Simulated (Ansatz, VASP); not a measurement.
**Cross-check of LiCl between VASP and Ansatz**

Aim: how closely do two programs agree when they are given the same cell, functional and k mesh? Of the first pair: The cell is taken from a series of VASP runs on this material, whose earlier steps may have relaxed, scaled or displaced it; both programs get it as it stands. Valence electrons are named where the data sets of a main pair hold unlike numbers.

Main program and level: Ansatz 0.2.0; plane waves, with VASP 6.6.1 beside it; band structure at LDA and single point at LDA.

### 1. The structure

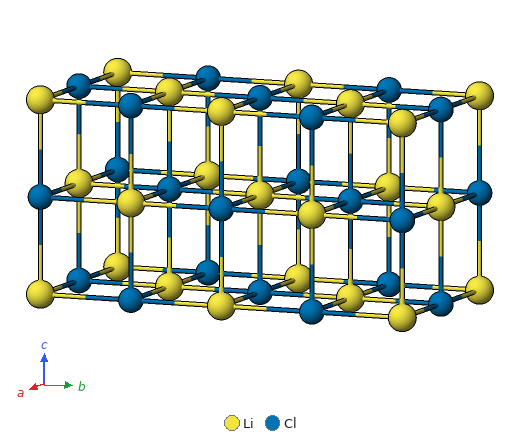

The starting structure, seen slightly off an axis (lithium yellow, chlorine blue). 1×2×1 cells are drawn. This picture shows the conventional cell, with its axes. Some periodic images of atoms are drawn too.

### 2. Ansatz: band structure, LDA

Ansatz runs on its default PAW (the set named soft_2) files.

The same path points are solved in both programs, so levels can be compared one by one.

Input file input.yaml:

```yaml
crystal:
  lattice:
    - [0.0, 2.4807156903, 2.4807156903]
    - [2.4807156903, 0.0, 2.4807156903]
    - [2.4807156903, 2.4807156903, 0.0]
  atoms:
    - { symbol: Li, position: [0.0, 0.0, 0.0] }
    - { symbol: Cl, position: [0.5, 0.5, 0.5] }
hamiltonian:
  xc: lda
  pseudopotentials: { kind: paw }
kpoints:
  mp_grid: { grid: [8, 8, 8] }
  band_path:
    path:
      - [0.0, 0.0, 0.0]
      - [0.16667, 0.0, 0.16667]
      - [0.33333, 0.0, 0.33333]
      - [0.5, 0.0, 0.5]
      - [0.5, 0.08333, 0.58333]
      - [0.5, 0.18333, 0.68333]
      - [0.5, 0.25, 0.75]
      - [0.45, 0.3, 0.75]
      - [0.40833, 0.34167, 0.75]
      - [0.35, 0.35, 0.7]
      - [0.225, 0.225, 0.45]
      - [0.075, 0.075, 0.15]
      - [0.03333, 0.03333, 0.03333]
      - [0.23333, 0.23333, 0.23333]
      - [0.4, 0.4, 0.4]
      - [0.5, 0.5, 0.5]
      - [0.51667, 0.46667, 0.51667]
      - [0.55833, 0.38333, 0.55833]
      - [0.60833, 0.28333, 0.60833]
      - [0.60833, 0.25, 0.64167]
      - [0.55833, 0.25, 0.69167]
      - [0.51667, 0.25, 0.73333]
      - [0.5, 0.3, 0.7]
      - [0.5, 0.38333, 0.61667]
      - [0.5, 0.48333, 0.51667]
      - [0.475, 0.475, 0.55]
      - [0.425, 0.425, 0.65]
      - [0.38333, 0.38333, 0.73333]
      - [0.59167, 0.18333, 0.59167]
      - [0.55, 0.1, 0.55]
      - [0.5, 0.0, 0.5]
    npoints: 1
scf:
  occupations: { method: gaussian, width: 0.05 }
  n_extra_bands: 7
output:
  forces: true
  stress: true
  eigenvalues: true
```

Started as:

```
ansatz run input.yaml --threads 2 --pin off --max-ram 4608MiB --backend cpu --events-out ev --progress --plain --runs-dir out
```

Numbers of over 12 decimals in the logs are rounded to 6 here.

The log of the run:

```text
scf.n_extra_bands = 7 over 5 filled bands (N_el = 10.0): the run solves 12 bands
Engine: ansatz 0.2.0, aarch64-unknown-linux-gnu
Pseudopotentials: kind: paw
Pseudopotential: Li, paw, valence charge 3, recommended cutoff 420 eV (normal), Li.paw.azcp
Pseudopotential: Cl, paw, valence charge 7, recommended cutoff 420 eV (normal), Cl.paw.azcp
Functional definition: SPW92
  exchange = slater_x
  correlation = pw_c
Crystal: 2 atoms, lattice volume = 30.532 Å³
Basis set: ecut = 420 eV, 609 PW (Γ)
Bands: 12, of which v1, the nominal top of the filled ones, is band 5 counted from 1 (4 counted from 0)
Symmetry: 48 space group operations
Space group: Fm-3m (ITA 225), of the structure as read, at distance tolerance 3.1e-5 Å
k-points: 29 of 512
Non-local potential: Li, projectors of the file, l = 0: 3, l = 1: 2, l = 2: 1
Non-local potential: Cl, projectors of the file, l = 0: 2, l = 1: 2, l = 2: 2
PAW form: soft (Blöchl's): semilocal exchange-correlation on the pseudo side does not see the compensation charge
PAW frozen core: Cl, regenerated for the run's functional, and the local potential with it (the file was generated under x = pbe(κ = 0.804, μ = 0.219515), c = pbe(β = 0.066725))
PAW one-centre angular grid: Li, 110 points (default); XC on 64 Gauss nodes
PAW one-centre angular grid: Cl, 110 points (default); XC on 64 Gauss nodes
Initial density: superposition of atomic densities (neutral atoms: chi_scale 0, normalization atom), corrected by the library's trained network
Initial wavefunctions: pseudopotential atomic-orbital guess
Functional: x = slater, c = lda
SCF iter   1: F=—  HF=-1249.484340 eV  |F-HF|=—  |Δ(HF+E_count)|=         —  Δρ=7.20e-3  dr2=1.13e-2  ethr=1.77e-3  ⟨swp⟩=5.0  Hψ=2168  notcnv=0  defer=1
preconditioner: auto → none  [insulator: Δε(μ)=6.424 eV  Ē_g=17.016 eV  σ=0.050 eV  W_gap=1.00  n_scr=8 (ndim 8)  ℏωp=19.0 eV  f_vac=0.000  D(μ)=0.00/eV (n_scr^D=0)  ε∞_Penn≈2.2]
SCF iter   2: F=—  HF=-1249.477451 eV  |F-HF|=—  |Δ(HF+E_count)|=   6.89e-3  Δρ=3.15e-3  dr2=1.27e-3  ethr=1.13e-4  ⟨swp⟩=2.9  Hψ=757  notcnv=0  defer=57
SCF iter   3: F=—  HF=-1249.476431 eV  |F-HF|=—  |Δ(HF+E_count)|=   1.02e-3  Δρ=5.80e-4  dr2=1.18e-4  ethr=1.27e-5  ⟨swp⟩=2.0  Hψ=417  notcnv=0  defer=57
SCF iter   4: F=—  HF=-1249.476391 eV  |F-HF|=—  |Δ(HF+E_count)|=   4.01e-5  Δρ=9.74e-5  dr2=1.30e-6  ethr=1.18e-6  ⟨swp⟩=2.4  Hψ=389  notcnv=0  defer=57
SCF iter   5: F=—  HF=-1249.476392 eV  |F-HF|=—  |Δ(HF+E_count)|=   1.25e-6  Δρ=5.22e-6  dr2=8.88e-9  ethr=1.30e-8  ⟨swp⟩=2.4  Hψ=424  notcnv=0  defer=57
SCF iter   6: F=-1249.476392 eV  HF=-1249.476392 eV  |F-HF|=2.73e-12  |Δ(HF+E_count)|=   2.59e-9  Δρ=5.43e-7  dr2=2.50e-11  ethr=8.88e-11  ⟨swp⟩=5.1  Hψ=1510  notcnv=0
SCF 1 converged in 6 iterations: F = -1249.476392 eV  dr2 = 2.50e-11
  greatest PAW one-centre occupation: 1.000 electrons in one spin orbital (limit 2), on the Li atom at site 0 (counted from 0), in its partial waves of l = 0
NSCF: frozen V_eff on 31 k-points
SCF converged after 6 iterations
Free energy (F): -1249.476392 eV
Harris-Foulkes:  -1249.476392 eV  (|F-HF|=2.73e-12)
Internal energy: -1249.476392 eV  (E = F + TS)
E sigma→0 (E₀):  -1249.476392 eV
Fermi energy:    5.656881 eV
--- Per-component energies (eV) ---
  E_band       = -95.678649
  E_kinetic    = 184.461677
  E_local      = -304.382582  (includes V_loc(G=0)·N_el)
  E_nonlocal   = -2.699804
  E_hartree    = 86.677475
  E_xc         = -117.533219
  E_vxc        = -136.608789  (∫ρ·V_xc dr)
  E_paw        = -643.877849  (= ΣΔE_a)
  E_vpaw       = -9.804239  (= ΣTr[D̂ρ^β])
  E_aug_tail   = 0.000109  (compensation charges beyond the density's cutoff)
  E_ewald      = -452.312690
  E_core_change = 0.190492  (= ΣΔE_core)
  E_smearing   = -0.000000  (= −TS)
  E_closure    = 0.000000  (closes the sum)
  Σ components = -1249.476392   (vs F -1249.476392, Δ=0.00e0)
--- Forces (eV/Å), atoms counted from 1 ---
  atom   1  Li    -0.00000000     0.00000000     0.00000000
  atom   2  Cl     0.00000000     0.00000000     0.00000000
  max |Σ_I F_I| component: 1.29e-29 eV/Å
--- Stress (GPa, compression-positive) ---
        0.073378       0.000000      -0.000000
        0.000000       0.073378      -0.000000
       -0.000000       0.000000       0.073378
  P = ⅓ Tr σ = 0.0734 GPa (0.734 kbar)
--- Band table (eV; the first three rows and the last of 29) ---
  k-point 0: bands = [... 1 lower, -11.3223, 2.4118, 2.4118, 2.4118, 9.0192, 14.0470, 14.0470, 14.0470, ... 3 higher]
  k-point 1: bands = [... 1 lower, -11.2279, 1.7888, 2.3619, 2.3619, 9.4795, 13.3317, 14.0044, 14.0044, ... 3 higher]
  k-point 2: bands = [... 1 lower, -10.9845, 0.5484, 2.2493, 2.2493, 9.6464, 12.8405, 12.8405, 13.5359, ... 3 higher]
  k-point 28: bands = [... 1 lower, -10.2711, -0.1704, -0.1704, 1.1430, 12.0506, 12.4184, 12.8342, 12.8342, ... 3 higher]
```

Run time: 1.2 s. Hardware: 2 threads of Arm Neoverse N1, shared host; peak memory 0.24 GiB; 1.8 s of CPU time.

### 3. VASP: band structure, LDA

The same cell, functional (in two slightly different forms), mesh and smearing now go to VASP, with its own data sets.

Lines of VASP's logs that name or quote its potential files are left out, and so is its time.

Input file INCAR:

```
SYSTEM = LiCl
PREC = Accurate
ENCUT = 650
EDIFF = 1E-06
NELM = 100
ISMEAR = 0
SIGMA = 0.05
LREAL = .FALSE.
ALGO = Normal
GGA = CA
NBANDS = 17
LORBIT = 11
LWAVE = .FALSE.
LCHARG = .FALSE.
KPAR = 2
```

Input file POSCAR:

```
LiCl
1.0
    0.0000000000      2.4807156903      2.4807156903
    2.4807156903      0.0000000000      2.4807156903
    2.4807156903      2.4807156903      0.0000000000
Li Cl
1 1
Direct
    0.0000000000      0.0000000000      0.0000000000
    0.5000000000      0.5000000000      0.5000000000
```

Input file KPOINTS:

```
Automatic mesh
0
Gamma
8 8 8
0 0 0
```

Input file KPOINTS_OPT:

```
Line mode
16
Line-mode
Reciprocal
  0.00000000   0.00000000   0.00000000 GAMMA
  0.50000000   0.00000000   0.50000000 X

  0.50000000   0.00000000   0.50000000 X
  0.50000000   0.25000000   0.75000000 W

  0.50000000   0.25000000   0.75000000 W
  0.37500000   0.37500000   0.75000000 K

  0.37500000   0.37500000   0.75000000 K
  0.00000000   0.00000000   0.00000000 GAMMA

  0.00000000   0.00000000   0.00000000 GAMMA
  0.50000000   0.50000000   0.50000000 L

  0.50000000   0.50000000   0.50000000 L
  0.62500000   0.25000000   0.62500000 U

  0.62500000   0.25000000   0.62500000 U
  0.50000000   0.25000000   0.75000000 W

  0.50000000   0.25000000   0.75000000 W
  0.50000000   0.50000000   0.50000000 L

  0.50000000   0.50000000   0.50000000 L
  0.37500000   0.37500000   0.75000000 K

  0.62500000   0.25000000   0.62500000 U
  0.50000000   0.00000000   0.50000000 X
```

The projector-augmented-wave data sets are Li_sv and Cl (LDA family, release 64).

Started as:

```
mpirun -np 2 vasp_std
```

The log of the run:

```text
[banner, memory and clock lines left out]
running    2 mpi-ranks, on    1 nodes
 distrk:  each k-point on    1 cores,    2 groups
 distr:  one band on    1 cores,    1 groups

 POSCAR found type information on POSCAR LiCl
 POSCAR found :  2 types and       2 ions
 LDA part: xc-table for (Slater(with rela. corr.)+CA(PZ))
 , standard interpolation
 POSCAR, INCAR and KPOINTS ok, starting setup
 FFT: planning ... GRIDC
 FFT: planning ... GRID_SOFT
 FFT: planning ... GRID
 WAVECAR not read
 entering main loop
       N       E                     dE             d eps       ncg     rms          rms(c)
DAV:   1     0.397979562406E+02    0.39798E+02   -0.45940E+03   986   0.651E+02
DAV:   2    -0.590398520497E+01   -0.45702E+02   -0.42868E+02  1292   0.127E+02
DAV:   3    -0.812136587339E+01   -0.22174E+01   -0.22071E+01  1316   0.264E+01
DAV:   4    -0.816462506445E+01   -0.43259E-01   -0.43242E-01  1241   0.360E+00
DAV:   5    -0.816531973795E+01   -0.69467E-03   -0.69465E-03  1391   0.423E-01    0.253E+00
DAV:   6    -0.810309802723E+01    0.62222E-01   -0.82534E-02  1329   0.105E+00    0.174E+00
DAV:   7    -0.809568871442E+01    0.74093E-02   -0.24386E-02  1497   0.636E-01    0.851E-01
DAV:   8    -0.809548477027E+01    0.20394E-03   -0.24066E-03  1365   0.254E-01    0.184E-01
DAV:   9    -0.809543497352E+01    0.49797E-04   -0.11215E-04  1276   0.559E-02    0.377E-02
DAV:  10    -0.809544014029E+01   -0.51668E-05   -0.89416E-06  1307   0.154E-02    0.277E-03
DAV:  11    -0.809544022827E+01   -0.87984E-07   -0.15145E-06  1050   0.508E-03
   1 F= -.80954402E+01 E0= -.80954402E+01  d E =-.781097E-27
 Start KPOINTS_OPT (optional k-point list driver)
k-point batch [1-29\160]
       N       E                     dE             ncg
DAV:   1    -0.176569737297E+04   -0.11382E+05      986
DAV:   2    -0.304393124838E+04   -0.12782E+04     1347
DAV:   3    -0.310331755974E+04   -0.59386E+02     1270
DAV:   4    -0.310425911821E+04   -0.94156E+00     1455
DAV:   5    -0.310426706151E+04   -0.79433E-02     1346
DAV:   6    -0.310426713773E+04   -0.76216E-04     1383
DAV:   7    -0.310426713934E+04   -0.16148E-05     1265
DAV:   8    -0.310426713939E+04   -0.49477E-07     1093
[...]
k-point batch [146-160\160]
       N       E                     dE             ncg
DAV:   1     0.532443068430E+04   -0.81319E+04      510
DAV:   2     0.470178583160E+04   -0.62264E+03      684
DAV:   3     0.467368101255E+04   -0.28105E+02      687
DAV:   4     0.467325208687E+04   -0.42893E+00      731
DAV:   5     0.467324966692E+04   -0.24200E-02      719
DAV:   6     0.467324965433E+04   -0.12583E-04      763
DAV:   7     0.467324965421E+04   -0.12225E-06      601
```

From OUTCAR (step 3):

```text
ion  position               nearest neighbor table
   1  0.000  0.000  0.000-   2 2.48   2 2.48   2 2.48   2 2.48   2 2.48   2 2.48
   2  0.500  0.500  0.500-   1 2.48   1 2.48   1 2.48   1 2.48   1 2.48   1 2.48

  LATTYP: Found a face centered cubic cell.
 ALAT       =     4.9614313806

 Subroutine GETGRP returns: Found 48 space group operations
 (whereof 48 operations were pure point group operations)

The static configuration has the point symmetry O_h .

 Found     29 irreducible k-points:

   k-points           NKPTS =     29   k-points in BZ     NKDIM =     29   number of bands    NBANDS=     17

   dimension x,y,z NGX =    30 NGY =   30 NGZ =   30
   dimension x,y,z NGXF=    60 NGYF=   60 NGZF=   60

   ENCUT  =  650.0 eV  47.77 Ry    6.91 a.u.   7.29  7.29  7.29*2*pi/ulx,y,z

   NELECT =      10.0000    total number of electrons

 k-points in reciprocal lattice and weights: Automatic mesh
   0.00000000  0.00000000  0.00000000       0.002
   0.12500000  0.00000000  0.00000000       0.016
   0.25000000  0.00000000  0.00000000       0.016
   0.37500000  0.00000000  0.00000000       0.016
   0.50000000  0.00000000  0.00000000       0.008
   0.12500000  0.12500000  0.00000000       0.012
   0.25000000  0.12500000  0.00000000       0.047
   0.37500000  0.12500000  0.00000000       0.047
   0.50000000  0.12500000  0.00000000       0.047
[...]
-0.37500000  0.50000000  0.12500000       0.023
  -0.25000000  0.50000000  0.25000000       0.012

 average (electrostatic) potential at core
       1 -63.9037       2 -95.9414

 E-fermi :   1.6317

 k-point     1 :       0.0000    0.0000    0.0000
  band No.  band energies     occupation
      1     -41.0694      2.00000
      2     -12.4463      2.00000
      3       1.2639      2.00000
      4       1.2639      2.00000
      5       1.2639      2.00000
      6       7.8887      0.00000
      7      13.0784      0.00000
      8      13.0784      0.00000
      9      13.0784      0.00000
     10      15.9504      0.00000
    ...

 k-point     2 :       0.1250    0.0000    0.0000
  band No.  band energies     occupation
      1     -41.0687      2.00000
      2     -12.3515      2.00000
      3       0.6412      2.00000
      4       1.2139      2.00000
      5       1.2139      2.00000
      6       8.3471      0.00000
      7      12.3014      0.00000
      8      13.0078      0.00000
      9      13.0078      0.00000
     10      14.3728      0.00000
    ...

 k-point     3 :       0.2500    0.0000    0.0000
  band No.  band energies     occupation
      1     -41.0667      2.00000
      2     -12.1065      2.00000
      3      -0.5998      2.00000
      4       1.1011      2.00000
      5       1.1011      2.00000
      6       8.5211      0.00000
      7      11.7948      0.00000
      8      11.7948      0.00000
      9      12.4551      0.00000
     10      15.2853      0.00000
    ...

  Total       -0.0044496     -0.0044496     -0.0044496     -0.0000000      0.0000000      0.0000000
  in kB       -0.2334912     -0.2334912     -0.2334912     -0.0000000      0.0000000      0.0000000
  external PRESSURE =      -0.2334912 kB  Pullay stress =       0.0000000 kB

  energy-cutoff  :      650.00
  volume of cell :       30.53
      direct lattice vectors                 reciprocal lattice vectors
     0.000000000  2.480715690  2.480715690    -0.201554738  0.201554738  0.201554738
     2.480715690  0.000000000  2.480715690     0.201554738 -0.201554738  0.201554738
     2.480715690  2.480715690  0.000000000     0.201554738  0.201554738 -0.201554738

 POSITION                                       TOTAL-FORCE (eV/Angst)
 -----------------------------------------------------------------------------------
      0.00000      0.00000      0.00000         0.000000      0.000000      0.000000
      2.48072      2.48072      2.48072        -0.000000     -0.000000     -0.000000
 -----------------------------------------------------------------------------------
    total drift:                               -0.000000     -0.000000      0.000000

  FREE ENERGIE OF THE ION-ELECTRON SYSTEM (eV)
  ---------------------------------------------------
  free  energy   TOTEN  =        -8.0954402283 eV

  energy  without entropy=       -8.0954402283  energy(sigma->0) =       -8.09544023

 total charge
# of ion       s       p       d       tot
------------------------------------------
    1        2.010   0.057   0.000   2.067
    2        1.585   3.579   0.000   5.164
--------------------------------------------------
tot          3.596   3.636   0.000   7.231

[... 3 further parts left out ...]
```

The run ends at a pressure of -0.02 GPa.

### 4. Differences

Known differences besides the potentials themselves: the two LDA forms differ slightly; the cutoff is 420 eV in Ansatz and 650 eV in VASP; VASP's log shows a relativistic correction to its local exchange, Ansatz's none. Total energies have different zeros and are not compared.

The two programs side by side:

```csv
quantity,Ansatz,VASP,difference
pressure (GPa),0.07,-0.02,+0.10
gap over the path points (eV),6.484,6.509,-0.025
```

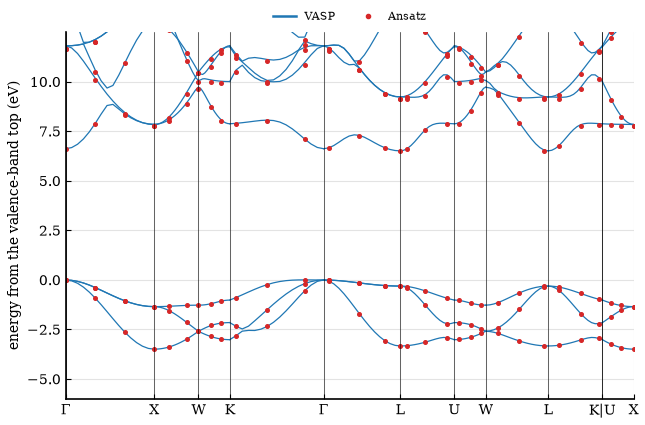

Bands from VASP (lines) and levels from Ansatz (dots). Dots without a line are higher empty bands that the VASP plot leaves out.

Levels at points of the path, from each program's valence-band top (eV; 3 filled, then empty):

```csv
k (reciprocal lattice),Ansatz,VASP
0.000 0.000 0.000,-0.01 -0.01 -0.01 6.60 11.63 11.63,-0.01 -0.01 -0.01 6.62 11.81 11.81
0.167 0.000 0.167,-0.92 -0.39 -0.39 7.88 10.07 10.49,-0.92 -0.39 -0.39 7.89 10.18 10.59
0.333 0.000 0.333,-2.63 -1.05 -1.05 8.31 8.38 10.93,-2.63 -1.05 -1.05 8.38 8.45 10.94
0.500 0.000 0.500,-3.49 -1.35 -1.35 7.77 7.79 12.97,-3.50 -1.35 -1.35 7.83 7.85 12.97
0.500 0.083 0.583,-3.38 -1.55 -1.33 8.01 8.15 12.61,-3.39 -1.55 -1.33 8.08 8.22 12.63
0.500 0.183 0.683,-2.98 -2.14 -1.29 8.87 9.38 11.03,-2.99 -2.14 -1.29 8.94 9.46 11.11
0.500 0.250 0.750,-2.59 -2.59 -1.27 9.63 10.00 10.42,-2.59 -2.59 -1.28 9.72 10.06 10.49
0.450 0.300 0.750,-2.86 -2.30 -1.20 8.71 10.01 10.77,-2.86 -2.30 -1.20 8.77 10.09 10.84
0.408 0.342 0.750,-2.98 -2.18 -1.07 8.01 9.94 11.46,-2.98 -2.18 -1.07 8.07 10.02 11.55
0.350 0.350 0.700,-2.81 -2.34 -0.89 7.85 10.50 11.19,-2.82 -2.34 -0.89 7.90 10.59 11.28
```

Among the levels compared at these points, filled levels agree within 4 meV and empty ones within 179 meV.

### 5. Other set-ups

Further runs change the set-up of one program: Ansatz's method, potentials or start, or VASP's data sets, cutoff or form of LDA. The table gives Ansatz less VASP for each quantity, since a change that brings one quantity closer may part another.

```csv
run,pressure (GPa),gap over the path points (eV)
as above,0.097,-0.025
Ansatz's all-electron LAPW method,0.12,-0.024
```

### 6. VASP: single point, LDA, volume scaled by 1.02

With cell and atoms fixed, the geometry can't cause a difference; cores, projectors, grids and the points listed under the comparison can. The cell compared in this pair holds 31.14 Å³, against 30.53 Å³ for the pair before.

INCAR, as its differences from that of step 3:

```diff
@@ -10,3 +10,3 @@
 GGA = CA
-NBANDS = 17
+NBANDS = 11
 LORBIT = 11
@@ -15 +15,2 @@
 KPAR = 2
+ISIF = 2
```

Input file POSCAR:

```
LiCl
1.0
    0.0000000000      2.4971447498      2.4971447498
    2.4971447498      0.0000000000      2.4971447498
    2.4971447498      2.4971447498      0.0000000000
Li Cl
1 1
Direct
    0.0000000000      0.0000000000      0.0000000000
    0.5000000000      0.5000000000      0.5000000000
```

KPOINTS is that of step 3.

Started as:

```
mpirun -np 2 vasp_std
```

The log of the run:

```text
[... set-up lines as in an earlier step ...]
 entering main loop
       N       E                     dE             d eps       ncg     rms          rms(c)
DAV:   1     0.424123387422E+02    0.42412E+02   -0.46262E+03   638   0.985E+02
DAV:   2    -0.560134096362E+01   -0.48014E+02   -0.45962E+02   812   0.155E+02
DAV:   3    -0.811530081585E+01   -0.25140E+01   -0.25064E+01   870   0.380E+01
DAV:   4    -0.816415422310E+01   -0.48853E-01   -0.48811E-01   878   0.537E+00
[...]
DAV:   9    -0.809422782266E+01    0.18768E-04   -0.10014E-04   807   0.733E-02    0.255E-02
DAV:  10    -0.809423539971E+01   -0.75771E-05   -0.71005E-06   779   0.210E-02    0.673E-03
DAV:  11    -0.809423530366E+01    0.96048E-07   -0.88666E-07   507   0.708E-03
   1 F= -.80942353E+01 E0= -.80942353E+01  d E =-.158303E-21
```

OUTCAR, selected parts (step 6):

```text
  Total       -0.1544713     -0.1544713     -0.1544713      0.0000000      0.0000000     -0.0000000
  in kB       -7.9468911     -7.9468911     -7.9468911      0.0000000      0.0000000     -0.0000000
  external PRESSURE =      -7.9468911 kB  Pullay stress =       0.0000000 kB

 POSITION                                       TOTAL-FORCE (eV/Angst)
 -----------------------------------------------------------------------------------
      0.00000      0.00000      0.00000        -0.000000      0.000000     -0.000000
      2.49714      2.49714      2.49714         0.000000     -0.000000      0.000000
 -----------------------------------------------------------------------------------
    total drift:                               -0.000000     -0.000000      0.000000

  FREE ENERGIE OF THE ION-ELECTRON SYSTEM (eV)
  ---------------------------------------------------
  free  energy   TOTEN  =        -8.0942353037 eV

  energy  without entropy=       -8.0942353037  energy(sigma->0) =       -8.09423530

[... 3 further parts left out ...]
[key lines of the parts left out:]
E-fermi :   1.4189
```

The scan keeps the cell's shape and the fractional positions fixed.

[end of part 1 of 2]

[Lines on the potential files, build, host, timing and source positions are cut from VASP's logs without a mark.]

[Logs are printed without paths, hosts, clocks, repeated set-up lines and the standing remarks that a program may print on its own settings, such as how far it seeks lower states.]

[Hosts, paths, dates, database ids (printed as entryN), source tags and the programs' standing remarks are cut or masked in the printed files.]
